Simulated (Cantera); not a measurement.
A closed system holds: 1 mol Pb, 0.14 mol H2, held at 0.230 bar.

Cantera equilibrium calculation (NASA polynomials, part measured and part estimated; ideal gas, pure solids and liquids). Candidate condensed phases: Pb; 4 gas species. Kinetics and transport are ignored.

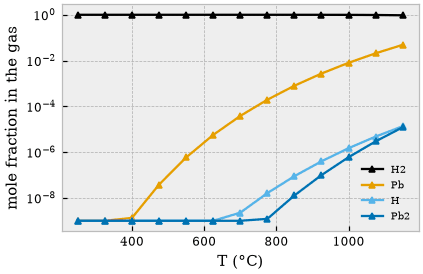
*Equilibrium gas composition (values under 1e-9 drawn at 1e-9)*

From 250 °C to 325 °C the condensed part is Pb(s). From 400 °C to 1150 °C the condensed part is Pb(l).
